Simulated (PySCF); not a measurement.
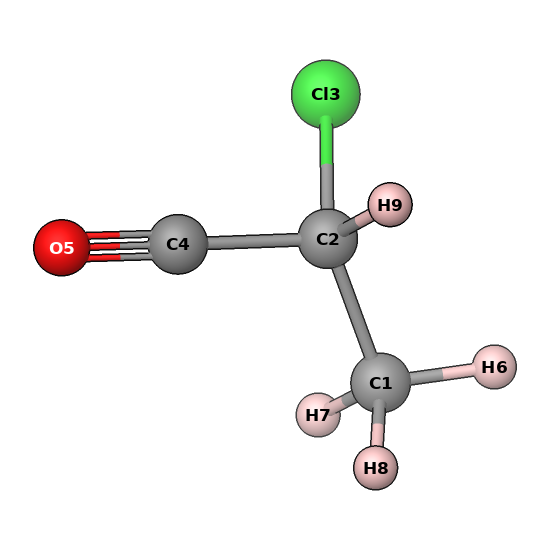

Atoms fade into the background with distance from the viewer. Charge +1, singlet. Computed geometry: PBE0-D3(BJ)/def2-SVP optimisation. No frequency run is at hand to confirm it as a minimum.

Find the stereocentres and stereogenic double bonds.

Centres: C2.

Assign CIP descriptors.

C2: R (priorities Cl3 > C4 > C1 > H9).

Write the isomeric SMILES.

C[C@@H](Cl)C#[O+]
